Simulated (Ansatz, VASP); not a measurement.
# Cross-check of SnAs between VASP and Ansatz

One calculation is typed for both programs; each brings its own data sets. How far apart do they land? The cell is taken from a series of VASP runs on this material, whose earlier steps may have relaxed, scaled or displaced it; both programs get it as it stands. Valence electrons are named where the data sets of a main pair hold unlike numbers.

Calculated with Ansatz 0.2.0; plane waves, with VASP 6.6.1 beside it; band structure at PBEsol and band structure at PBEsol, spin-orbit coupling.

**1. Starting point**

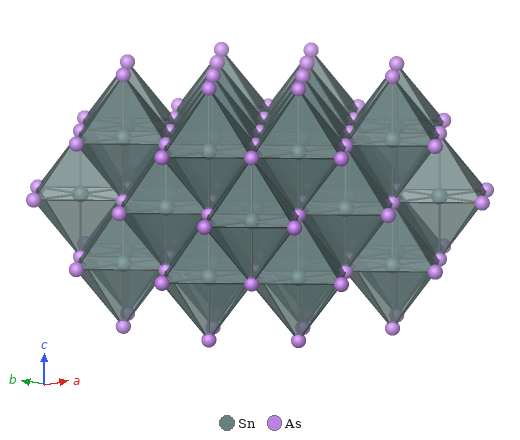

Start, viewed from a free direction; tin teal, arsenic purple. 2×2×1 cells are drawn. This picture shows the conventional cell, with its axes. Some periodic images of atoms are drawn too.

**2. VASP: band structure, PBEsol**

A single point gives forces, pressure and levels at one fixed geometry, so differences don't come from the geometry; what else differs is listed under the comparison.

Lines of VASP's logs that name or quote its potential files are left out, and so is its time.

INCAR

```
SYSTEM = SnAs
PREC = Accurate
ENCUT = 400
EDIFF = 1E-06
NELM = 100
ISMEAR = 0
SIGMA = 0.05
LREAL = .FALSE.
ALGO = Normal
GGA = PS
NBANDS = 21
LORBIT = 11
LWAVE = .FALSE.
LCHARG = .FALSE.
KPAR = 2
```

POSCAR

```
SnAs
1.0
    0.0000000000      2.8585767156      2.8585767156
    2.8585767156      0.0000000000      2.8585767156
    2.8585767156      2.8585767156      0.0000000000
Sn As
1 1
Direct
    0.5000000000      0.5000000000      0.5000000000
    0.0000000000      0.0000000000      0.0000000000
```

KPOINTS

```
Automatic mesh
0
Gamma
7 7 7
0 0 0
```

KPOINTS_OPT

```
Line mode
16
Line-mode
Reciprocal
  0.00000000   0.00000000   0.00000000 GAMMA
  0.50000000   0.00000000   0.50000000 X

  0.50000000   0.00000000   0.50000000 X
  0.50000000   0.25000000   0.75000000 W

  0.50000000   0.25000000   0.75000000 W
  0.37500000   0.37500000   0.75000000 K

  0.37500000   0.37500000   0.75000000 K
  0.00000000   0.00000000   0.00000000 GAMMA

  0.00000000   0.00000000   0.00000000 GAMMA
  0.50000000   0.50000000   0.50000000 L

  0.50000000   0.50000000   0.50000000 L
  0.62500000   0.25000000   0.62500000 U

  0.62500000   0.25000000   0.62500000 U
  0.50000000   0.25000000   0.75000000 W

  0.50000000   0.25000000   0.75000000 W
  0.50000000   0.50000000   0.50000000 L

  0.50000000   0.50000000   0.50000000 L
  0.37500000   0.37500000   0.75000000 K

  0.62500000   0.25000000   0.62500000 U
  0.50000000   0.00000000   0.50000000 X
```

PAW data sets: Sn_d and As (PBE family, release 64).

On the command line:

```
mpirun -np 2 vasp_std
```

Numbers of over 12 decimals in the logs are rounded to 6 here.

The program printed:

```text
[banner, memory and clock lines left out]
running    2 mpi-ranks, on    1 nodes
 distrk:  each k-point on    1 cores,    2 groups
 distr:  one band on    1 cores,    1 groups

 POSCAR found type information on POSCAR SnAs
 POSCAR found :  2 types and       2 ions
|                                                                             |
|               ----> ADVICE to this user running VASP <----                  |
|                                                                             |
|     You enforced a specific xc type in the INCAR file but a different       |
|     [... a line on the potential file left out ...]
|     I HOPE YOU KNOW WHAT YOU ARE DOING!                                     |
|                                                                             |

 LDA part: xc-table for (Slater+PW92), standard interpolation
 POSCAR, INCAR and KPOINTS ok, starting setup
 FFT: planning ... GRIDC
 FFT: planning ... GRID_SOFT
 FFT: planning ... GRID
 WAVECAR not read
 entering main loop
       N       E                     dE             d eps       ncg     rms          rms(c)
DAV:   1     0.121752486173E+03    0.12175E+03   -0.76820E+03   911   0.984E+02
DAV:   2     0.250248757004E+01   -0.11925E+03   -0.11353E+03   891   0.307E+02
DAV:   3    -0.931483431969E+01   -0.11817E+02   -0.11739E+02   968   0.726E+01
DAV:   4    -0.960530673695E+01   -0.29047E+00   -0.29036E+00   990   0.117E+01
DAV:   5    -0.961095469900E+01   -0.56480E-02   -0.56477E-02  1005   0.175E+00    0.276E+00
DAV:   6    -0.950999420018E+01    0.10096E+00   -0.13444E-01  1272   0.341E+00    0.161E+00
DAV:   7    -0.950156597995E+01    0.84282E-02   -0.39055E-02  1110   0.126E+00    0.524E-01
DAV:   8    -0.950052738173E+01    0.10386E-02   -0.40261E-03  1145   0.555E-01    0.700E-02
DAV:   9    -0.950049055785E+01    0.36824E-04   -0.39219E-04  1168   0.183E-01    0.591E-02
DAV:  10    -0.950049052540E+01    0.32450E-07   -0.38991E-05   998   0.368E-02    0.239E-02
DAV:  11    -0.950048840262E+01    0.21228E-05   -0.11691E-05  1219   0.317E-02    0.577E-03
DAV:  12    -0.950048868028E+01   -0.27766E-06   -0.11537E-06   792   0.558E-03
   1 F= -.95004887E+01 E0= -.94991890E+01  d E =-.259945E-02
 Start KPOINTS_OPT (optional k-point list driver)
k-point batch [1-20\160]
       N       E                     dE             ncg
DAV:   1     0.316492029641E+02   -0.67774E+04      932
DAV:   2    -0.238821148137E+04   -0.24199E+04      878
DAV:   3    -0.263414320882E+04   -0.24593E+03      971
DAV:   4    -0.264021746586E+04   -0.60743E+01     1008
DAV:   5    -0.264033761585E+04   -0.12015E+00     1084
DAV:   6    -0.264034270591E+04   -0.50901E-02     1135
DAV:   7    -0.264034285908E+04   -0.15317E-03     1181
DAV:   8    -0.264034286180E+04   -0.27143E-05      897
DAV:   9    -0.264034286189E+04   -0.94864E-07      721
[...]
k-point batch [141-160\160]
       N       E                     dE             ncg
DAV:   1    -0.305030842058E+03   -0.11909E+05      926
DAV:   2    -0.254523937810E+04   -0.22402E+04      873
DAV:   3    -0.275687817737E+04   -0.21164E+03     1044
DAV:   4    -0.276162191714E+04   -0.47437E+01     1049
DAV:   5    -0.276172491859E+04   -0.10300E+00     1009
DAV:   6    -0.276173014756E+04   -0.52290E-02     1207
DAV:   7    -0.276173024776E+04   -0.10020E-03     1062
DAV:   8    -0.276173024858E+04   -0.82249E-06      902
```

From OUTCAR (step 2):

```text
ion  position               nearest neighbor table
   1  0.500  0.500  0.500-   2 2.86   2 2.86   2 2.86   2 2.86   2 2.86   2 2.86
   2  0.000  0.000  0.000-   1 2.86   1 2.86   1 2.86   1 2.86   1 2.86   1 2.86

  LATTYP: Found a face centered cubic cell.
 ALAT       =     5.7171534312

 Subroutine GETGRP returns: Found 48 space group operations
 (whereof 48 operations were pure point group operations)

The static configuration has the point symmetry O_h .

 Found     20 irreducible k-points:

   k-points           NKPTS =     20   k-points in BZ     NKDIM =     20   number of bands    NBANDS=     21

   dimension x,y,z NGX =    28 NGY =   28 NGZ =   28
   dimension x,y,z NGXF=    56 NGYF=   56 NGZF=   56

   ENCUT  =  400.0 eV  29.40 Ry    5.42 a.u.   6.59  6.59  6.59*2*pi/ulx,y,z

   NELECT =      19.0000    total number of electrons

 k-points in reciprocal lattice and weights: Automatic mesh
   0.00000000  0.00000000  0.00000000       0.003
   0.14285714  0.00000000  0.00000000       0.023
   0.28571429  0.00000000  0.00000000       0.023
   0.42857143  0.00000000  0.00000000       0.023
   0.14285714  0.14285714  0.00000000       0.017
   0.28571429  0.14285714  0.00000000       0.070
   0.42857143  0.14285714  0.00000000       0.070
  -0.42857143  0.14285714  0.00000000       0.070
  -0.28571429  0.14285714  0.00000000       0.070
[...]
-0.42857143  0.42857143  0.14285714       0.070
  -0.28571429  0.42857143  0.14285714       0.070

 average (electrostatic) potential at core
       1 -99.9052       2 -47.4599

 E-fermi :   6.9580

 k-point     1 :       0.0000    0.0000    0.0000
  band No.  band energies     occupation
    ...
      6      -6.2629      2.00000
      7       4.2984      2.00000
      8       5.8616      2.00000
      9       5.8616      2.00000
     10       5.8616      2.00000
     11      12.4359      0.00000
     12      12.4359      0.00000
     13      12.4359      0.00000
     14      12.9520      0.00000
     15      12.9520      0.00000
    ...

 k-point     2 :       0.1429    0.0000    0.0000
  band No.  band energies     occupation
    ...
      6      -6.0184      2.00000
      7       2.6997      2.00000
      8       5.8910      2.00000
      9       5.8910      2.00000
     10       6.9686      0.76345
     11      11.1957      0.00000
     12      11.1957      0.00000
     13      11.2875      0.00000
     14      12.9695      0.00000
     15      13.5127      0.00000
    ...

 k-point     3 :       0.2857    0.0000    0.0000
  band No.  band energies     occupation
    ...
      5     -14.4696      2.00000
      6      -5.3168      2.00000
      7       0.5134      2.00000
      8       6.0310      2.00000
      9       6.0310      2.00000
     10       7.6806      0.00000
     11       9.5627      0.00000
     12       9.5627      0.00000
     13      10.0981      0.00000
     14      13.8375      0.00000
    ...

  Total       -0.0082634     -0.0082634     -0.0082634     -0.0000000      0.0000000     -0.0000000
  in kB       -0.2833932     -0.2833932     -0.2833932     -0.0000000      0.0000000     -0.0000000
  external PRESSURE =      -0.2833932 kB  Pullay stress =       0.0000000 kB

  energy-cutoff  :      400.00
  volume of cell :       46.72
      direct lattice vectors                 reciprocal lattice vectors
     0.000000000  2.858576716  2.858576716    -0.174912220  0.174912220  0.174912220
     2.858576716  0.000000000  2.858576716     0.174912220 -0.174912220  0.174912220
     2.858576716  2.858576716  0.000000000     0.174912220  0.174912220 -0.174912220

 POSITION                                       TOTAL-FORCE (eV/Angst)
 -----------------------------------------------------------------------------------
      2.85858      2.85858      2.85858        -0.000000     -0.000000     -0.000000
      0.00000      0.00000      0.00000         0.000000      0.000000      0.000000
 -----------------------------------------------------------------------------------
    total drift:                                0.000000      0.000000      0.000000

  FREE ENERGIE OF THE ION-ELECTRON SYSTEM (eV)
  ---------------------------------------------------
  free  energy   TOTEN  =        -9.5004886803 eV

  energy  without entropy=       -9.4978892350  energy(sigma->0) =       -9.49918896

 total charge
# of ion       s       p       d       tot
------------------------------------------
    1        1.224   0.950  10.016  12.190
    2        1.266   1.441   0.034   2.742
--------------------------------------------------
tot          2.491   2.391  10.050  14.932

[... 3 further parts left out ...]
```

This run has no spin polarisation. Its electron count is odd, so without a moment it is a metal by construction. The k-mesh is coarse for a metal. Spin-orbit coupling is off here; with elements this heavy it splits and shifts levels by tenths of an eV or more. The PAW data sets were made with PBE, which is usual practice but a small mismatch for other functionals.

**3. Ansatz: band structure, PBEsol**

Ansatz runs on its default PAW (the set named soft_2) files.

The same cell, functional, mesh and smearing now go to Ansatz, which takes its cutoff from its data sets.

input.yaml

```yaml
crystal:
  lattice:
    - [0.0, 2.8585767156, 2.8585767156]
    - [2.8585767156, 0.0, 2.8585767156]
    - [2.8585767156, 2.8585767156, 0.0]
  atoms:
    - { symbol: Sn, position: [0.5, 0.5, 0.5] }
    - { symbol: As, position: [0.0, 0.0, 0.0] }
hamiltonian:
  xc: pbesol
  pseudopotentials: { kind: paw }
kpoints:
  mp_grid: { grid: [7, 7, 7] }
  band_path:
    path:
      - [0.0, 0.0, 0.0]
      - [0.16667, 0.0, 0.16667]
      - [0.33333, 0.0, 0.33333]
      - [0.5, 0.0, 0.5]
      - [0.5, 0.08333, 0.58333]
      - [0.5, 0.18333, 0.68333]
      - [0.5, 0.25, 0.75]
      - [0.45, 0.3, 0.75]
      - [0.40833, 0.34167, 0.75]
      - [0.35, 0.35, 0.7]
      - [0.225, 0.225, 0.45]
      - [0.075, 0.075, 0.15]
      - [0.03333, 0.03333, 0.03333]
      - [0.23333, 0.23333, 0.23333]
      - [0.4, 0.4, 0.4]
      - [0.51667, 0.46667, 0.51667]
      - [0.55833, 0.38333, 0.55833]
      - [0.60833, 0.28333, 0.60833]
      - [0.60833, 0.25, 0.64167]
      - [0.55833, 0.25, 0.69167]
      - [0.51667, 0.25, 0.73333]
      - [0.5, 0.3, 0.7]
      - [0.5, 0.38333, 0.61667]
      - [0.5, 0.48333, 0.51667]
      - [0.475, 0.475, 0.55]
      - [0.425, 0.425, 0.65]
      - [0.38333, 0.38333, 0.73333]
      - [0.59167, 0.18333, 0.59167]
      - [0.55, 0.1, 0.55]
      - [0.5, 0.0, 0.5]
    npoints: 1
scf:
  occupations: { method: gaussian, width: 0.05 }
  n_extra_bands: 7
output:
  forces: true
  stress: true
  eigenvalues: true
```

On the command line:

```
ansatz run input.yaml --threads 2 --pin off --max-ram 4608MiB --backend cpu --events-out ev --progress --plain --runs-dir out
```

The program printed:

```text
scf.n_extra_bands = 7 over 15 filled bands (N_el = 29.0): the run solves 22 bands
Engine: ansatz 0.2.0, aarch64-unknown-linux-gnu
Pseudopotentials: kind: paw
Pseudopotential: Sn, paw, valence charge 14, recommended cutoff 420 eV (normal), Sn.paw.azcp
Pseudopotential: As, paw, valence charge 15, recommended cutoff 420 eV (normal), As.paw.azcp
Functional definition: PBEsol
  exchange = pbesol_x
  correlation = pbesol_c
Crystal: 2 atoms, lattice volume = 46.717 Å³
Basis set: ecut = 420 eV, 941 PW (Γ), exchange–correlation on 60×60×60 points (8 copies of the dense FFT grid, shifted against one another)
Bands: 22, of which v1, the nominal top of the filled ones, is band 15 counted from 1 (14 counted from 0)
Symmetry: 48 space group operations
Space group: Fm-3m (ITA 225), of the structure as read, at distance tolerance 3.6e-5 Å
k-points: 20 of 343
Non-local potential: Sn, projectors of the file, l = 0: 2, l = 1: 2, l = 2: 2, l = 3: 2
Non-local potential: As, projectors of the file, l = 0: 2, l = 1: 2, l = 2: 3, l = 3: 1
PAW form: soft (Blöchl's): semilocal exchange-correlation on the pseudo side does not see the compensation charge
PAW frozen core: Sn, regenerated for the run's functional, and the local potential with it (the file was generated under x = pbe(κ = 0.804, μ = 0.219515), c = pbe(β = 0.066725))
PAW frozen core: As, regenerated for the run's functional, and the local potential with it (the file was generated under x = pbe(κ = 0.804, μ = 0.219515), c = pbe(β = 0.066725))
PAW one-centre angular grid: Sn, 590 points (default); XC on 64 Gauss nodes
PAW one-centre angular grid: As, 590 points (default); XC on 64 Gauss nodes
Initial density: superposition of atomic densities (neutral atoms: chi_scale 0, normalization atom), corrected by the library's trained network
Initial wavefunctions: pseudopotential atomic-orbital guess
Functional: x = pbesol(κ = 0.804, μ = 0.123457), c = pbesol(β = 0.046)
SCF iter   1: F=—  HF=-10762.941220 eV  |F-HF|=—  |Δ(HF+E_count)|=         —  Δρ=3.04e-3  dr2=6.46e-3  ethr=1.77e-3  ⟨swp⟩=6.4  Hψ=2201  notcnv=0
preconditioner: auto → Kerker (q_TF=auto, 2.520 Å⁻¹)  [metal: Δε(μ)=0.023 eV  Ē_g=20.836 eV  σ=0.050 eV  W_gap=0.25  n_scr=14 (ndim 8)  ℏωp=23.7 eV  f_vac=0.000  D(μ)=2.01/eV (n_scr^D=14)]
SCF iter   2: F=—  HF=-10762.938278 eV  |F-HF|=—  |Δ(HF+E_count)|=   2.94e-3  Δρ=1.85e-3  dr2=2.24e-3  ethr=2.23e-5  ⟨swp⟩=2.5  Hψ=861  notcnv=0  defer=12
preconditioner: auto → none  [insulator: Δε(μ)=0.361 eV  Ē_g=20.884 eV  σ=0.050 eV  W_gap=0.51  n_scr=14 (ndim 8)  ℏωp=23.7 eV  f_vac=0.000  D(μ)=2.07/eV (n_scr^D=14)  ε∞_Penn≈2.3]
SCF iter   3: F=—  HF=-10762.937688 eV  |F-HF|=—  |Δ(HF+E_count)|=   5.90e-4  Δρ=5.51e-4  dr2=7.15e-5  ethr=7.71e-6  ⟨swp⟩=2.0  Hψ=587  notcnv=0  defer=12
SCF iter   4: F=—  HF=-10762.937639 eV  |F-HF|=—  |Δ(HF+E_count)|=   4.89e-5  Δρ=1.28e-4  dr2=4.36e-6  ethr=2.47e-7  ⟨swp⟩=2.0  Hψ=666  notcnv=0  defer=12
SCF iter   5: F=—  HF=-10762.937641 eV  |F-HF|=—  |Δ(HF+E_count)|=   1.94e-6  Δρ=1.43e-5  dr2=1.01e-7  ethr=1.50e-8  ⟨swp⟩=2.1  Hψ=458  notcnv=0  defer=12
SCF iter   6: F=-10762.937641 eV  HF=-10762.937641 eV  |F-HF|=5.75e-9  |Δ(HF+E_count)|=   3.26e-8  Δρ=3.96e-6  dr2=4.78e-9  ethr=3.45e-10  ⟨swp⟩=7.8  Hψ=1960  notcnv=0
SCF 1 converged in 6 iterations: F = -10762.937641 eV  dr2 = 4.78e-9
  greatest PAW one-centre occupation: 0.999 electrons in one spin orbital (limit 2), on the As atom at site 1 (counted from 0), in its partial waves of l = 2
NSCF: frozen V_eff on 30 k-points
SCF converged after 6 iterations
Free energy (F): -10762.937641 eV
Harris-Foulkes:  -10762.937641 eV  (|F-HF|=5.75e-9)
Internal energy: -10762.935027 eV  (E = F + TS)
E sigma→0 (E₀):  -10762.936334 eV
Entropy (-TS):   -0.002613 eV (-1.307 meV/atom)
Fermi energy:    10.999365 eV
--- Per-component energies (eV) ---
  E_band       = -299.842017
  E_kinetic    = 290.518367
  E_local      = -2473.261290  (includes V_loc(G=0)·N_el)
  E_nonlocal   = -698.776194
  E_hartree    = 1440.945101
  E_xc         = -458.368837
  E_vxc        = -176.731029  (∫ρ·V_xc dr)
  E_paw        = -5858.054106  (= ΣΔE_a)
  E_vpaw       = -123.478121  (= ΣTr[D̂ρ^β])
  E_aug_tail   = 0.000009  (compensation charges beyond the density's cutoff)
  E_ewald      = -3007.189345
  E_core_change = 1.251268  (= ΣΔE_core)
  E_smearing   = -0.002613  (= −TS)
  E_closure    = -0.000000  (closes the sum)
  Σ components = -10762.937641   (vs F -10762.937641, Δ=0.00e0)
--- Forces (eV/Å), atoms counted from 1 ---
  atom   1  Sn     0.00000000    -0.00000000     0.00000000
  atom   2  As    -0.00000000     0.00000000     0.00000000
  max |Σ_I F_I| component: 2.77e-29 eV/Å
--- Stress (GPa, compression-positive) ---
       -0.082993      -0.000000      -0.000000
        0.000000      -0.082993       0.000000
       -0.000000       0.000000      -0.082993
  P = ⅓ Tr σ = -0.0830 GPa (-0.830 kbar)
--- Band table (eV; the first three rows and the last of 20) ---
  k-point 0: bands = [... 11 lower, 8.3275, 9.9019, 9.9019, 9.9019, 16.4790, 16.4790, 16.4790, 17.0059, ... 3 higher]
  k-point 1: bands = [... 11 lower, 6.7353, 9.9314, 9.9314, 11.0046, 15.2410, 15.2410, 15.3308, 17.0183, ... 3 higher]
  k-point 2: bands = [... 11 lower, 4.5537, 10.0709, 10.0709, 11.7176, 13.6084, 13.6084, 14.1394, 17.8833, ... 3 higher]
  k-point 19: bands = [... 11 lower, 3.7078, 5.9716, 6.9960, 11.1976, 13.7312, 16.5450, 17.6632, 18.6817, ... 3 higher]
```

Run time: 1.5 s. Hardware: 2 threads of Arm Neoverse V2, shared host; peak memory 0.31 GiB.

Reading the cycles: dr2 is the Hartree energy of the density residual (eV), the measure of convergence; HF is the Harris–Foulkes estimate of the energy, which meets the free energy F at convergence.

**4. Side by side**

Known differences besides the potentials themselves: the data sets hold 29 valence electrons in Ansatz (on its default PAW (the set named soft_2) files) and 19 in VASP; the cutoff is 420 eV in Ansatz and 400 eV in VASP; Ansatz makes its cores anew for this functional, VASP keeps those of its PBE data sets; VASP leaves aspherical gradient terms in its spheres out (LASPH is not set), Ansatz keeps them. Total energies have different zeros and are not compared.

Both answers:

```tsv
quantity	Ansatz	VASP	difference
pressure (GPa)	-0.08	-0.03	-0.05
```

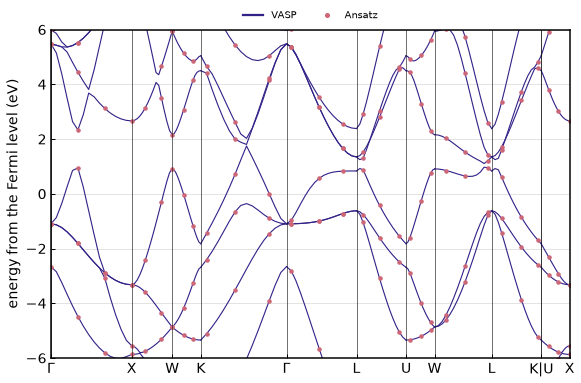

Bands from VASP (lines) and levels from Ansatz (dots). Dots without a line are higher empty bands that the VASP plot leaves out.

Levels from 3 eV below to 2 eV above the Fermi level differ by 3 meV r.m.s. and 12 meV at most; each VASP level is matched to the nearest of Ansatz, which flatters the figure a little. Ansatz's pressure holds a Pulay correction of 0.04 GPa; VASP's holds none.

(Part 1 of 2 ends here.)

[Lines on the potential files, build, host, timing and source positions are cut from VASP's logs without a mark.]

[Logs are printed without paths, hosts, clocks, repeated set-up lines and the standing remarks that a program may print on its own settings, such as how far it seeks lower states.]

[Hosts, paths, dates, database ids (printed as entryN), source tags and the programs' standing remarks are cut or masked in the printed files.]
